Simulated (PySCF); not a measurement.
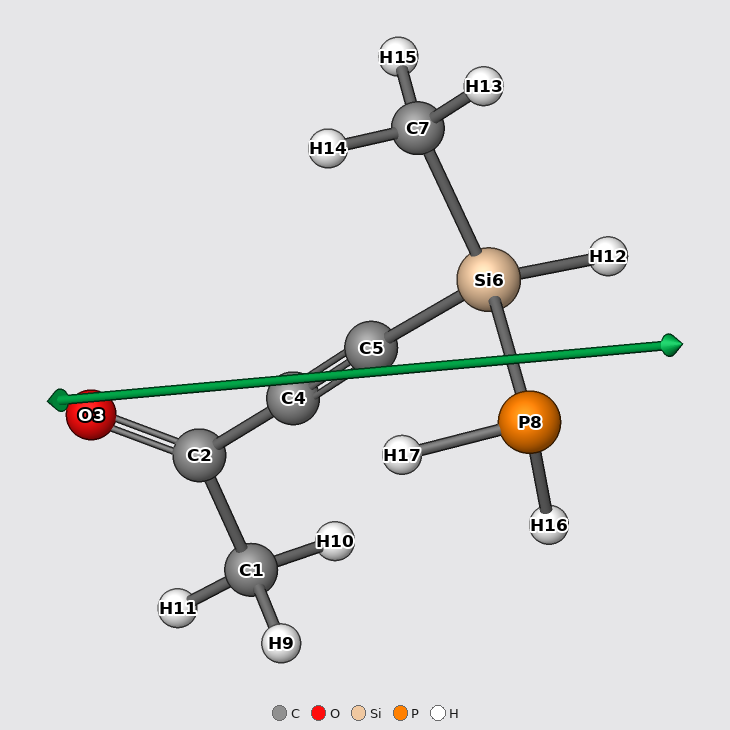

The double arrow shows the direction of the transition dipole to excited singlet state 3 (its length means nothing). The computed structure is the end point of a GFN2-xTB optimisation. No frequency run is at hand to confirm it as a minimum. Method: TDDFT CAM-B3LYP/def2-SVPD, vertical, gas phase, core orbitals frozen in the response (PySCF 2.14.0).

> Where does the transition lie, and how strong is it?

5.38 eV (231 nm), oscillator strength 0.25, of mixed character, with the largest part HOMO → LUMO (weight 0.49); transition dipole 3.50 D.

The geometry is semi-empirical. Around P, Si such bond lengths and angles can be off by a tenth of an ångström or more and by several degrees, and values that hang on the shape move with them.
